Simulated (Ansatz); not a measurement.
α-phase B, treated with LDA (plane waves, PAW; Ansatz, a quantum-chemistry and plane-wave program).

Numerical settings: plane-wave cutoff 520 eV, 8×8×8 k mesh, Fermi–Dirac smearing 0.01 eV, scalar-relativistic PAW data made under PBE.

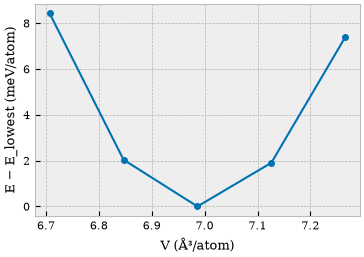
Total energy against volume

Question: From the curve, estimate the equilibrium volume and the bulk modulus.

Answer: V0 ≈ 7.0 Å³/atom and B0 ≈ 230 GPa; the fit gives V0 = 6.986 Å³/atom, B0 = 226 GPa, B′ = 3.9.

Shape and atoms are relaxed at each volume.

Measured, for comparison: bulk modulus 224 ± 7 GPa (room temperature, no zero-point or thermal correction; as tabulated in Cherednichenko and Solozhenko (2017), arXiv:1709.01104). Computed (rounded) less measured: bulk modulus +0.9 % (inside the measured uncertainty).

Note: the bulk modulus comes from volumes at which shape and atoms were relaxed.

The computed numbers hold no vibrational or temperature effects.
